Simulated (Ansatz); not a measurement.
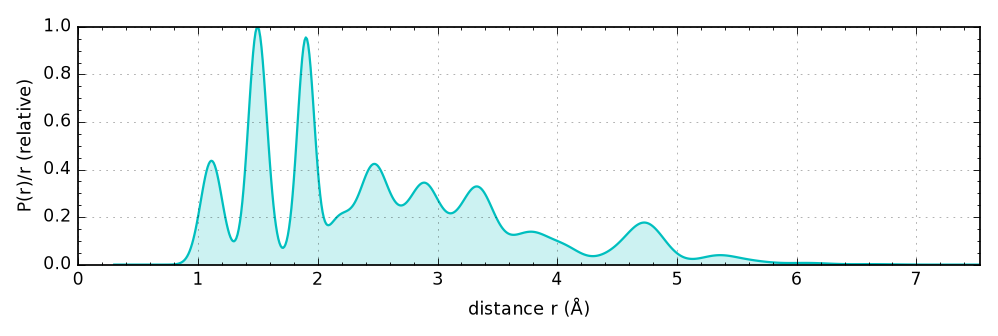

Simulated gas electron diffraction: radial distribution curve of C₄H₁₂OSi. Each pair of atoms contributes with weight ZᵢZⱼ/r; damping constant 0.001 Å²; vibrational amplitudes assumed, not computed: 0.05 Å for bonds, 0.078 Å for bonds to H, 0.06 + 0.015 r up to 0.15 Å for other pairs. The geometry is the end point of an optimisation (RKS revPBE-D4/STO-3G in Ansatz); it may be a saddle point or a higher isomer.

### Assign the first 8 clear peaks of the radial distribution curve (– bonded, ··· not bonded).

Peak 1, 1.11 Å: C–H 1.10–1.12 Å (×10)
Peak 2, 1.50 Å: Si–H 1.46 Å (×2), O–C 1.48–1.49 Å (×2), C–C 1.56 Å, not resolved
Peak 3, 1.90 Å: Si–C 1.88–1.92 Å (×2)
Peak 4, 2.47 Å: C···C 2.39 Å, O···C 2.45 Å, Si···H 2.50–2.53 Å (×5), C···H 2.63–2.68 Å (×3), not resolved; in its flanks O···H 2.16–2.17 Å, C···H 2.20–2.21 Å
Peak 5, 2.89 Å: O···H 2.70 Å (×2), C···H 2.75–2.80 Å (×4), Si···H 2.85 Å, Si···O 2.91 Å, not resolved
Peak 6, 3.33 Å: C···C 3.11 Å, O···H 3.12–3.61 Å (×4), C···H 3.28–3.47 Å (×7), Si···C 3.30 Å, O···C 3.41 Å, not resolved
Peak 7, 3.78 Å: Si···H 3.69 Å, C···C 3.76–3.87 Å (×2), C···H 4.04–4.07 Å (×4), not resolved
Peak 8, 4.73 Å: C···H 4.51–4.77 Å (×7), Si···C 4.71 Å, C···C 4.83 Å, not resolved
